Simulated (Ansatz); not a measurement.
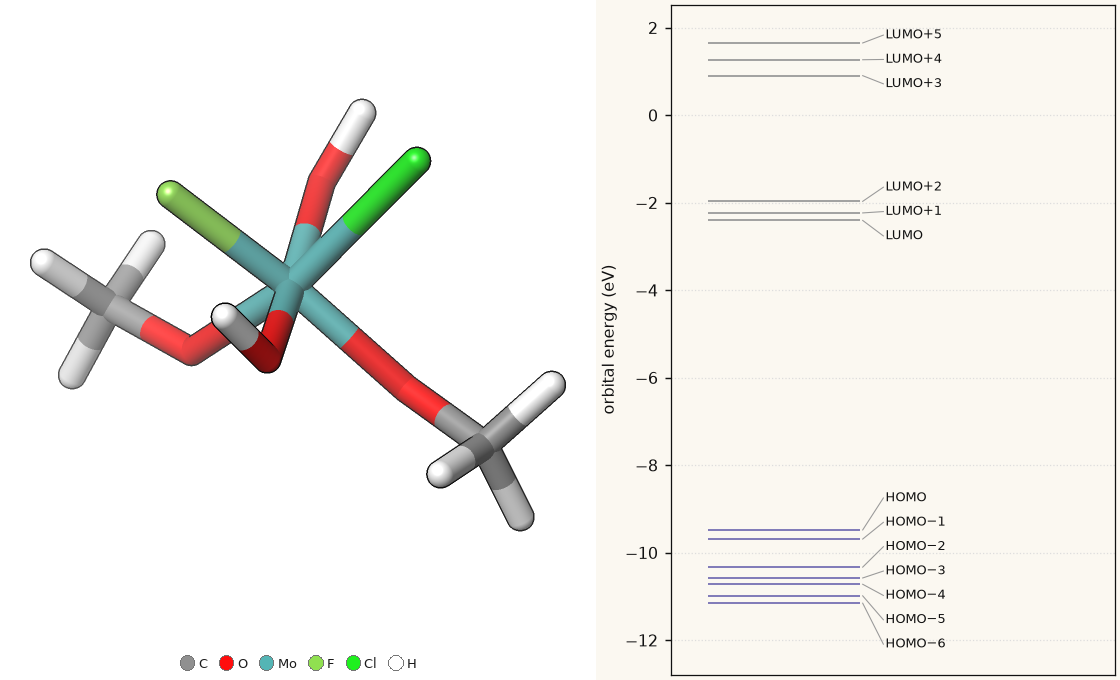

C₂H₈ClFMoO₄, SMILES C[O][Mo]([OH])([OH])([F])([Cl])[O]C, singlet. Kohn-Sham orbital energies near the frontier, CAM-B3LYP/def2-TZVPP, the Ansatz code 0.2.0, at a PBE0-D4/def2-TZVP geometry (no frequency check), isolated molecule; empty levels in grey, levels within 0.03 eV side by side.

Where do the frontier orbitals lie?

HOMO at −9.48 eV, LUMO at −2.41 eV, 7.07 eV apart.

How far below the HOMO does the next level lie?

0.21 eV.

List the levels.

```
orbital  energy (eV)
 LUMO+5         1.65
 LUMO+4         1.27
 LUMO+3         0.90
 LUMO+2        −1.97
 LUMO+1        −2.23
   LUMO        −2.41
   HOMO        −9.48
 HOMO−1        −9.69
 HOMO−2       −10.33
 HOMO−3       −10.58
 HOMO−4       −10.72
 HOMO−5       −10.99
 HOMO−6       −11.16
```

Note: core potentials past krypton; one conformer of a flexible molecule; empty levels above zero depend strongly on the basis.
